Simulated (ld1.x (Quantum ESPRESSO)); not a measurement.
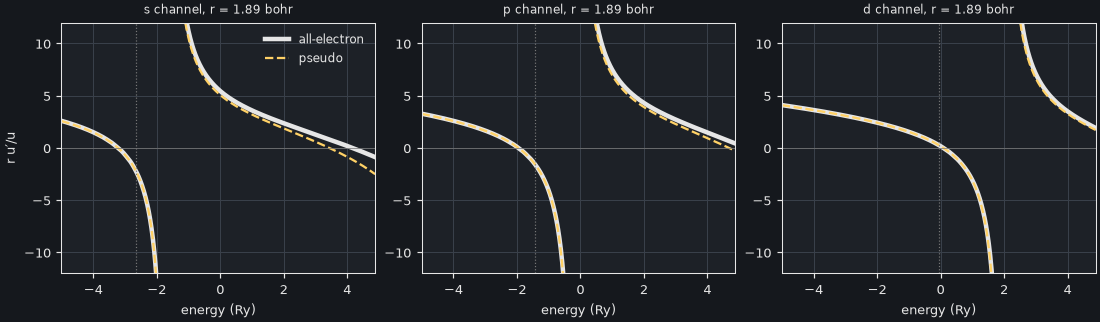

Figure 1. Logarithmic derivatives r u′/u at the test radius against energy, all-electron atom (solid) and pseudo-atom (dashed). Here u = r R(r). The dotted line marks the reference energy of the channel.

- Ghost states: the plot shows none: pseudo and all-electron curves have the same branches in all channels drawn. The separate test gives: no ghost state below the valence levels in the p, d, s, f channels.
- Zeros of the logarithmic derivative: s: all-electron -3.2 and 4.2 Ry, pseudo -3.2 and 3.4 Ry; p: all-electron -2.0 Ry, pseudo -2.0 and 4.7 Ry; d: all-electron 0.1 Ry, pseudo 0.1 Ry.
- Poles, where the radial function vanishes at the test radius: s: all-electron at -1.6 Ry, pseudo at -1.7 Ry; p: all-electron at -0.1 Ry, pseudo at -0.1 Ry; d: all-electron at 2.0 Ry, pseudo at 2.0 Ry.

# Pseudopotential generation for K

- system: potassium (K, Z = 19), core [Ne], reference valence 3s2 3p6 4s0.5 4p0.5, valence charge 9.
- method: TM potential, PBE, scalar-relativistic, made with ld1.x (Quantum ESPRESSO) 7.5

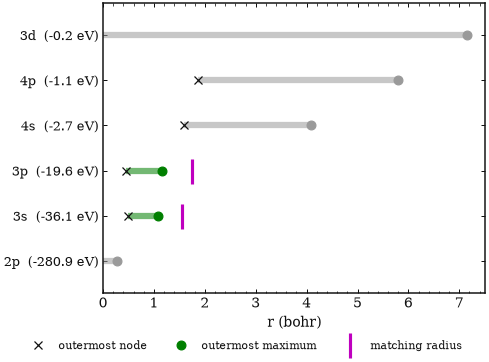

Figure 2. Outer shells of the all-electron reference atom: each bar runs from the outermost node (or the nucleus) to the outermost maximum of u(r); the tick is the radius chosen for the pseudo-wave. Shells without a tick have no pseudo-wave of their own. Levels, nodes and maxima are from ld1.x, scalar-relativistic.

- Radii against the shells: 3s: 1.55 bohr, outside the maximum; 3p: 1.75 bohr, outside the maximum.

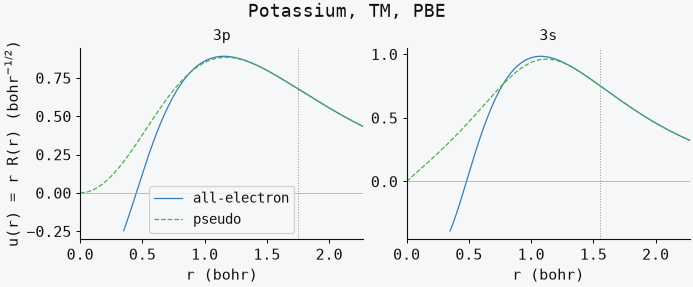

Figure 3. Pseudo-waves (dashed) against the all-electron radial functions (solid). Dotted lines mark the matching radii. The innermost oscillations of some all-electron curves aren't drawn. Pseudo-waves: 3p has no node; 3s has no node.

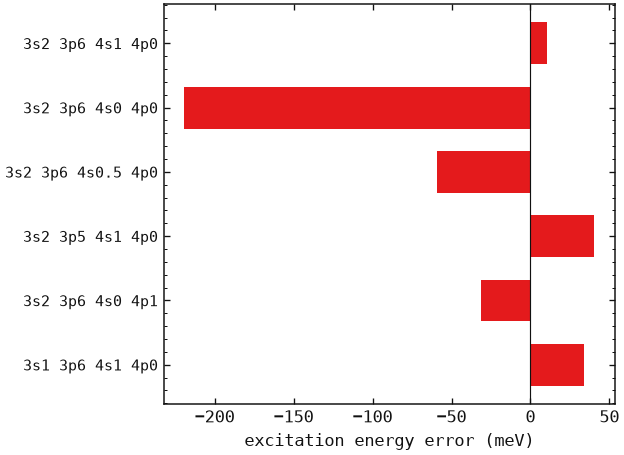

Figure 4. Errors, all-electron minus pseudo, of the energies of valence configurations relative to the unpolarised reference 3s2 3p6 4s0.5 4p0.5.

- Worst configuration: 3s2 3p6 4s0 4p0 (charge +1): the error is -219 meV on an all-electron energy of +3.55 eV relative to the reference, or 6.2 %.
- Configurations within 10 meV and within 50 meV: 0 and 4 of 6.
- Errors in meV: 3s2 3p6 4s1 4p0: +11; 3s2 3p6 4s0 4p0: -219; 3s2 3p6 4s0.5 4p0: -59; 3s2 3p5 4s1 4p0: +41; 3s2 3p6 4s0 4p1: -31; 3s1 3p6 4s1 4p0: +34.

These pictures come from the run below.

**The input**
```
 &input
   title='K', zed=19., rel=1, dft='PBE', iswitch=3,
   config='[Ar] 3d-2 4s0.5 4p0.5',
   nld=3, rlderiv=1.90, eminld=-5.0, emaxld=5.0, deld=0.02
 /
 &inputp
   pseudotype=2, tm=.true., lloc=0,
   nlcc=.true., rcore=0.85,
   file_pseudopw='K.UPF', file_wfcaegen='ae.wfc', file_wfcncgen='nc.wfc', file_beta='beta', file_chi='chi'
 /
3
3P  2  1   6.00   0.00  1.75  1.75  0.0
3D  3  2  -2.00  -0.05  1.40  1.40  0.0
3S  1  0   2.00   0.00  1.55  1.55  0.0
 &test
   configts(1)='3s2 3p6 4s0.5 4p0.5'
 /
```

**Input of the test run**
```
 &input
   title='K', zed=19., rel=1, dft='PBE', iswitch=2,
   config='[Ar] 3d-2 4s0.5 4p0.5'
 /
 &test
   file_pseudo='K.UPF', nconf=7,
   configts(1)='3s2 3p6 4s0.5 4p0.5',
   configts(2)='3s2 3p6 4s1 4p0',
   configts(3)='3s2 3p6 4s0 4p0',
   configts(4)='3s2 3p6 4s0.5 4p0',
   configts(5)='3s2 3p5 4s1 4p0',
   configts(6)='3s2 3p6 4s0 4p1',
   configts(7)='3s1 3p6 4s1 4p0'
 /
```

Command:
```bash
ld1.x < K.in > K.out
```

**The program's output**
```
     Program LD1 v.7.5
     --------------------------- All-electron run ----------------------------

     K
     scalar relativistic calculation

     atomic number is 19.00
     dft =PBE   lsd =0 sic =0 latt =0  beta=0.20 tr2=1.0E-14
     Exchange-correlation= PBE
                           (   1   4   3   4   0   0   0)
     mesh =1165 r(mesh) = 100.03909 a.u. xmin = -7.00 dx = 0.01250
     1 Ry =  13.60569312 eV, c = 137.03599908

     n l     nl                  e(Ry)          e(Ha)          e(eV)
     1 0     1S 1( 2.00)      -258.9369      -129.4684     -3523.0154
     2 0     2S 1( 2.00)       -26.0309       -13.0155      -354.1691
     2 1     2P 1( 6.00)       -20.6444       -10.3222      -280.8819
     3 0     3S 1( 2.00)        -2.6532        -1.3266       -36.0990
     3 1     3P 1( 6.00)        -1.4376        -0.7188       -19.5593
     4 0     4S 1( 0.50)        -0.1964        -0.0982        -2.6726
     4 1     4P 1( 0.50)        -0.0823        -0.0412        -1.1201

     final scf error:  1.0E-15 reached in  24 iterations

     Etot =   -1204.119063 Ry,    -602.059531 Ha,  -16382.874448 eV

     Ekin =    1211.340547 Ry,     605.670273 Ha,   16481.127749 eV
     Encl =   -2864.610242 Ry,   -1432.305121 Ha,  -38975.007863 eV
     Eh   =     515.827472 Ry,     257.913736 Ha,    7018.190284 eV
     Exc  =     -66.676840 Ry,     -33.338420 Ha,    -907.184619 eV

     normalization and overlap integrals

     s(1S/1S) =  1.000000  <r> =   0.0811  <r2> =    0.0088  r(max) =   0.0533
     s(2S/2S) =  1.000000  <r> =   0.3876  <r2> =    0.1781  r(max) =   0.3184
     s(2P/2P) =  1.000000  <r> =   0.3506  <r2> =    0.1524  r(max) =   0.2640
     s(3S/3S) =  1.000000  <r> =   1.2682  <r2> =    1.8627  r(max) =   1.0839
     s(3P/3P) =  1.000000  <r> =   1.4325  <r2> =    2.4400  r(max) =   1.1538
     s(4S/4S) =  1.000000  <r> =   4.9544  <r2> =   28.4017  r(max) =   4.0778
     s(4P/4P) =  1.000000  <r> =   6.9733  <r2> =   56.3430  r(max) =   5.7867

     ------------------------ End of All-electron run ------------------------

     --------------------- Generating NC pseudopotential ---------------------

      Generating local pot.: lloc=0, matching radius rcloc =   1.5500

      Computing core charge for nlcc:

       r > 0.85 : true rho core
       r < 0.85 : rho core = a sin(br)/r    a=   2.69  b=   3.24

      Integrated core pseudo-charge :   1.84

      Wfc   3P  rcut= 1.743  Using Troullier-Martins method

      Wfc   3D  rcut= 1.392  Using Troullier-Martins method

     ------------------- End of pseudopotential generation -------------------

     --------------------------- All-electron run ----------------------------

     K
     scalar relativistic calculation

     atomic number is 19.00
     dft =PBE   lsd =0 sic =0 latt =0  beta=0.20 tr2=1.0E-14
     Exchange-correlation= PBE
                           (   1   4   3   4   0   0   0)
     mesh =1165 r(mesh) = 100.03909 a.u. xmin = -7.00 dx = 0.01250
     1 Ry =  13.60569312 eV, c = 137.03599908

     n l     nl                  e(Ry)          e(Ha)          e(eV)
     1 0     1S 1( 2.00)      -258.9369      -129.4684     -3523.0154
     2 0     2S 1( 2.00)       -26.0309       -13.0155      -354.1691
     2 1     2P 1( 6.00)       -20.6444       -10.3222      -280.8819
     3 0     3S 1( 2.00)        -2.6532        -1.3266       -36.0990
     3 1     3P 1( 6.00)        -1.4376        -0.7188       -19.5593
     4 0     4S 1( 0.50)        -0.1964        -0.0982        -2.6726
     4 1     4P 1( 0.50)        -0.0823        -0.0412        -1.1201

     final scf error:  1.0E-15 reached in  24 iterations

     Etot =   -1204.119063 Ry,    -602.059531 Ha,  -16382.874448 eV

     Ekin =    1211.340547 Ry,     605.670273 Ha,   16481.127749 eV
     Encl =   -2864.610242 Ry,   -1432.305121 Ha,  -38975.007863 eV
     Eh   =     515.827472 Ry,     257.913736 Ha,    7018.190284 eV
     Exc  =     -66.676840 Ry,     -33.338420 Ha,    -907.184619 eV

     normalization and overlap integrals

     s(1S/1S) =  1.000000  <r> =   0.0811  <r2> =    0.0088  r(max) =   0.0533
     s(2S/2S) =  1.000000  <r> =   0.3876  <r2> =    0.1781  r(max) =   0.3184
     s(2P/2P) =  1.000000  <r> =   0.3506  <r2> =    0.1524  r(max) =   0.2640
     s(3S/3S) =  1.000000  <r> =   1.2682  <r2> =    1.8627  r(max) =   1.0839
     s(3P/3P) =  1.000000  <r> =   1.4325  <r2> =    2.4400  r(max) =   1.1538
     s(4S/4S) =  1.000000  <r> =   4.9544  <r2> =   28.4017  r(max) =   4.0778
     s(4P/4P) =  1.000000  <r> =   6.9733  <r2> =   56.3430  r(max) =   5.7867

     ------------------------ End of All-electron run ------------------------

     Computing logarithmic derivative in   1.89048
     Computing logarithmic derivative in   1.89048
     Computing the partial wave expansion
       no projector for channel:   0
     R is outside the sphere for l=    1 j= 0.00
     R is outside the sphere for l=    2 j= 0.00

     ---------------------- Testing the pseudopotential ----------------------

     K
     scalar relativistic calculation

     atomic number is 19.00   valence charge is  9.00
     dft =PBE   lsd =0 sic =0 latt =0  beta=0.20 tr2=1.0E-14
     mesh =1165 r(mesh) = 100.03909 xmin = -7.00 dx = 0.01250

     n l     nl             e AE (Ry)        e PS (Ry)    De AE-PS (Ry)
     1 0     3S   1( 2.00)       -2.65323       -2.65324        0.00001
     2 1     3P   1( 6.00)       -1.43758       -1.43759        0.00001
     2 0     4S   1( 0.50)       -0.19643       -0.19990        0.00347
     3 1     4P   1( 0.50)       -0.08232       -0.08268        0.00035

     eps = 3.4E-15  iter = 19

     Etot =   -1204.119063 Ry,    -602.059531 Ha,  -16382.874448 eV
     Etotps =   -57.953868 Ry,     -28.976934 Ha,    -788.502538 eV

     Ekin =      19.915769 Ry,       9.957885 Ha,     270.967846 eV
     Encl =    -108.968735 Ry,     -54.484368 Ha,   -1482.595173 eV
     Ehrt =      45.009910 Ry,      22.504955 Ha,     612.391026 eV
     Ecxc =     -10.233233 Ry,      -5.116617 Ha,    -139.230231 eV
     (Ecc =      -1.146426 Ry,      -0.573213 Ha,     -15.597923 eV)
     Epseu=      -3.677579 Ry,      -1.838789 Ha,     -50.036006 eV

     ---------------------- End of pseudopotential test ----------------------
```

**Output of the test run (extracts)**
```
     ---------------------- Testing the pseudopotential ----------------------

     K
     scalar relativistic calculation

     atomic number is 19.00   valence charge is  9.00
     dft =PBE   lsd =0 sic =0 latt =0  beta=0.20 tr2=1.0E-14
     mesh =1165 r(mesh) = 100.03909 xmin = -7.00 dx = 0.01250

     n l     nl             e AE (Ry)        e PS (Ry)    De AE-PS (Ry)
     1 0     3S   1( 2.00)       -2.65323       -2.65324        0.00001
     2 1     3P   1( 6.00)       -1.43758       -1.43759        0.00001
     2 0     4S   1( 0.50)       -0.19643       -0.19990        0.00347
     3 1     4P   1( 0.50)       -0.08232       -0.08268        0.00035

     eps = 3.1E-15  iter = 19

     Etot =   -1204.119063 Ry,    -602.059531 Ha,  -16382.874449 eV
     Etotps =   -57.953868 Ry,     -28.976934 Ha,    -788.502538 eV

     Ekin =      19.915769 Ry,       9.957885 Ha,     270.967846 eV
     Encl =    -108.968735 Ry,     -54.484368 Ha,   -1482.595173 eV
     Ehrt =      45.009910 Ry,      22.504955 Ha,     612.391026 eV
     Ecxc =     -10.233233 Ry,      -5.116617 Ha,    -139.230231 eV
     (Ecc =      -1.146426 Ry,      -0.573213 Ha,     -15.597923 eV)
     Epseu=      -3.677579 Ry,      -1.838789 Ha,     -50.036006 eV

     ---------------------- End of pseudopotential test ----------------------

     ---------------------- Testing the pseudopotential ----------------------

     K
     scalar relativistic calculation

     atomic number is 19.00   valence charge is  9.00
     dft =PBE   lsd =0 sic =0 latt =0  beta=0.20 tr2=1.0E-14
     mesh =1165 r(mesh) = 100.03909 xmin = -7.00 dx = 0.01250

     n l     nl             e AE (Ry)        e PS (Ry)    De AE-PS (Ry)
     1 0     3S   1( 2.00)       -2.59765       -2.59872        0.00107
     2 1     3P   1( 6.00)       -1.38276       -1.38387        0.00112
     2 0     4S   1( 1.00)       -0.17044       -0.17470        0.00426
     3 1     4P   1( 0.00)       -0.05913       -0.06359        0.00446

     eps = 9.6E-15  iter = 20

     Etot =   -1204.175386 Ry,    -602.087693 Ha,  -16383.640768 eV
     Etotps =   -58.010969 Ry,     -29.005484 Ha,    -789.279437 eV
     dEtot_ae =      -0.056323 Ry
     dEtot_ps =      -0.057101 Ry,   Delta E=       0.000778 Ry

     Ekin =      19.892951 Ry,       9.946476 Ha,     270.657392 eV
     Encl =    -109.450832 Ry,     -54.725416 Ha,   -1489.154434 eV
     Ehrt =      45.473520 Ry,      22.736760 Ha,     618.698765 eV
     Ecxc =     -10.267834 Ry,      -5.133917 Ha,    -139.701004 eV
     (Ecc =      -1.146426 Ry,      -0.573213 Ha,     -15.597923 eV)
     Epseu=      -3.658774 Ry,      -1.829387 Ha,     -49.780157 eV

     ---------------------- End of pseudopotential test ----------------------

     ---------------------- Testing the pseudopotential ----------------------

     K
     scalar relativistic calculation

     atomic number is 19.00   valence charge is  9.00
     dft =PBE   lsd =0 sic =0 latt =0  beta=0.20 tr2=1.0E-14
     mesh =1165 r(mesh) = 100.03909 xmin = -7.00 dx = 0.01250

     n l     nl             e AE (Ry)        e PS (Ry)    De AE-PS (Ry)
     1 0     3S   1( 2.00)       -3.04669       -3.05325        0.00657  !
     2 1     3P   1( 6.00)       -1.82895       -1.83553        0.00658  !
     2 0     4S   1( 0.00)       -0.45678       -0.50406        0.04727  !
     3 1     4P   1( 0.00)       -0.27572       -0.15003       -0.12570  !

     eps = 9.1E-15  iter = 23

     Etot =   -1203.858303 Ry,    -601.929152 Ha,  -16379.326636 eV
     Etotps =   -57.676993 Ry,     -28.838497 Ha,    -784.735471 eV
     dEtot_ae =       0.260759 Ry
     dEtot_ps =       0.276874 Ry,   Delta E=      -0.016115 Ry

     Ekin =      19.755741 Ry,       9.877870 Ha,     268.790546 eV
     Encl =    -105.400100 Ry,     -52.700050 Ha,   -1434.041420 eV
     Ehrt =      41.655232 Ry,      20.827616 Ha,     566.748299 eV
     Ecxc =      -9.998627 Ry,      -4.999314 Ha,    -136.038252 eV
     (Ecc =      -1.146426 Ry,      -0.573213 Ha,     -15.597923 eV)
     Epseu=      -3.689238 Ry,      -1.844619 Ha,     -50.194645 eV

     ---------------------- End of pseudopotential test ----------------------

     ---------------------- Testing the pseudopotential ----------------------

     K
     scalar relativistic calculation

     atomic number is 19.00   valence charge is  9.00
     dft =PBE   lsd =0 sic =0 latt =0  beta=0.20 tr2=1.0E-14
     mesh =1165 r(mesh) = 100.03909 xmin = -7.00 dx = 0.01250

     n l     nl             e AE (Ry)        e PS (Ry)    De AE-PS (Ry)
     1 0     3S   1( 2.00)       -2.80496       -2.81020        0.00524  !
     2 1     3P   1( 6.00)       -1.58916       -1.59431        0.00515  !
     2 0     4S   1( 0.50)       -0.31483       -0.33133        0.01650  !
     3 1     4P   1( 0.00)       -0.17550       -0.19490        0.01940  !

     eps = 9.6E-15  iter = 19

     Etot =   -1204.054743 Ry,    -602.027371 Ha,  -16381.999332 eV
     Etotps =   -57.885213 Ry,     -28.942607 Ha,    -787.568447 eV
     dEtot_ae =       0.064320 Ry
     dEtot_ps =       0.068654 Ry,   Delta E=      -0.004335 Ry

     Ekin =      19.839953 Ry,       9.919977 Ha,     269.936315 eV
     Encl =    -107.567719 Ry,     -53.783859 Ha,   -1463.533369 eV
     Ehrt =      43.650256 Ry,      21.825128 Ha,     593.891989 eV
     Ecxc =     -10.137719 Ry,      -5.068859 Ha,    -137.930689 eV
     (Ecc =      -1.146426 Ry,      -0.573213 Ha,     -15.597923 eV)
     Epseu=      -3.669985 Ry,      -1.834993 Ha,     -49.932692 eV

     ---------------------- End of pseudopotential test ----------------------

     ---------------------- Testing the pseudopotential ----------------------

     K
     scalar relativistic calculation

     atomic number is 19.00   valence charge is  9.00
     dft =PBE   lsd =0 sic =0 latt =0  beta=0.20 tr2=1.0E-14
     mesh =1165 r(mesh) = 100.03909 xmin = -7.00 dx = 0.01250

     n l     nl             e AE (Ry)        e PS (Ry)    De AE-PS (Ry)
     1 0     3S   1( 2.00)       -3.56091       -3.55346       -0.00745  !
     2 1     3P   1( 5.00)       -2.30865       -2.30132       -0.00732  !
     2 0     4S   1( 1.00)       -0.63218       -0.64544        0.01326  !
     3 1     4P   1( 0.00)       -0.42433       -0.43344        0.00911  !

     eps = 5.8E-15  iter = 16

     Etot =   -1202.343089 Ry,    -601.171544 Ha,  -16358.711095 eV
     Etotps =   -56.180871 Ry,     -28.090435 Ha,    -764.379690 eV
     dEtot_ae =       1.775974 Ry
     dEtot_ps =       1.772997 Ry,   Delta E=       0.002977 Ry

     Ekin =      18.726796 Ry,       9.363398 Ha,     254.791043 eV
     Encl =     -99.926045 Ry,     -49.963022 Ha,   -1359.563102 eV
     Ehrt =      37.792458 Ry,      18.896229 Ha,     514.192590 eV
     Ecxc =      -9.356100 Ry,      -4.678050 Ha,    -127.296229 eV
     (Ecc =      -1.146426 Ry,      -0.573213 Ha,     -15.597923 eV)
     Epseu=      -3.417980 Ry,      -1.708990 Ha,     -46.503993 eV

     ---------------------- End of pseudopotential test ----------------------

     ---------------------- Testing the pseudopotential ----------------------

     K
     scalar relativistic calculation

     atomic number is 19.00   valence charge is  9.00
     dft =PBE   lsd =0 sic =0 latt =0  beta=0.20 tr2=1.0E-14
     mesh =1165 r(mesh) = 100.03909 xmin = -7.00 dx = 0.01250

     n l     nl             e AE (Ry)        e PS (Ry)    De AE-PS (Ry)
     1 0     3S   1( 2.00)       -2.70644       -2.70556       -0.00089
     2 1     3P   1( 6.00)       -1.48995       -1.48899       -0.00096
     2 0     4S   1( 0.00)       -0.21941       -0.22255        0.00314
     3 1     4P   1( 1.00)       -0.10196       -0.09939       -0.00257

     eps = 8.1E-16  iter = 14

     Etot =   -1204.061261 Ry,    -602.030630 Ha,  -16382.088016 eV
     Etotps =   -57.893779 Ry,     -28.946890 Ha,    -787.684992 eV
     dEtot_ae =       0.057802 Ry
     dEtot_ps =       0.060089 Ry,   Delta E=      -0.002287 Ry

     Ekin =      19.944934 Ry,       9.972467 Ha,     271.364656 eV
     Encl =    -108.506170 Ry,     -54.253085 Ha,   -1476.301647 eV
     Ehrt =      44.572208 Ry,      22.286104 Ha,     606.435791 eV
     Ecxc =     -10.204837 Ry,      -5.102418 Ha,    -138.843875 eV
     (Ecc =      -1.146426 Ry,      -0.573213 Ha,     -15.597923 eV)
     Epseu=      -3.699916 Ry,      -1.849958 Ha,     -50.339917 eV

     ---------------------- End of pseudopotential test ----------------------

     ---------------------- Testing the pseudopotential ----------------------

     K
     scalar relativistic calculation

     atomic number is 19.00   valence charge is  9.00
     dft =PBE   lsd =0 sic =0 latt =0  beta=0.20 tr2=1.0E-14
     mesh =1165 r(mesh) = 100.03909 xmin = -7.00 dx = 0.01250

     n l     nl             e AE (Ry)        e PS (Ry)    De AE-PS (Ry)
     1 0     3S   1( 1.00)       -3.60095       -3.59490       -0.00605  !
     2 1     3P   1( 6.00)       -2.34480       -2.33769       -0.00711  !
     2 0     4S   1( 1.00)       -0.63555       -0.64956        0.01402  !
     3 1     4P   1( 0.00)       -0.42586       -0.43513        0.00927  !

     eps = 7.9E-15  iter = 14

     Etot =   -1201.088869 Ry,    -600.544435 Ha,  -16341.646569 eV
     Etotps =   -54.926181 Ry,     -27.463090 Ha,    -747.308762 eV
     dEtot_ae =       3.030193 Ry
     dEtot_ps =       3.027687 Ry,   Delta E=       0.002507 Ry

     Ekin =      20.558574 Ry,      10.279287 Ha,     279.713644 eV
     Encl =     -99.534949 Ry,     -49.767474 Ha,   -1354.241966 eV
     Ehrt =      37.515597 Ry,      18.757798 Ha,     510.425699 eV
     Ecxc =      -9.287696 Ry,      -4.643848 Ha,    -126.365540 eV
     (Ecc =      -1.146426 Ry,      -0.573213 Ha,     -15.597923 eV)
     Epseu=      -4.177707 Ry,      -2.088853 Ha,     -56.840599 eV

     ---------------------- End of pseudopotential test ----------------------
```

**Summary**

- outcome: generated
- cutoffs needed: 50 Ry and 70 Ry (the cutoffs, on a coarse ladder, from which the occupation-weighted sum of valence levels, in a spherical-Bessel basis at the reference potential, stays within 10 and 1 mRy of its value at 400 Ry); ghost states and empty shells don't enter this sum
- ghost test: no ghost state below the valence levels in the p, d, s, f channels (spherical-Bessel basis up to 400 Ry, 20 bohr box)
- largest excitation error: -219 meV (all-electron minus pseudo) for 3s2 3p6 4s0 4p0, out of 6 test configurations
- range over which the phases arctan(r u′/u) at the test radius agree within 0.05 rad (a looser test near the poles than one of phase shifts): s: up to about 1.5 Ry; p: up to about 2.8 Ry; d: up to about 5.0 Ry
- hardware: 1 CPU thread, shared host
- wall time: 1.2 s
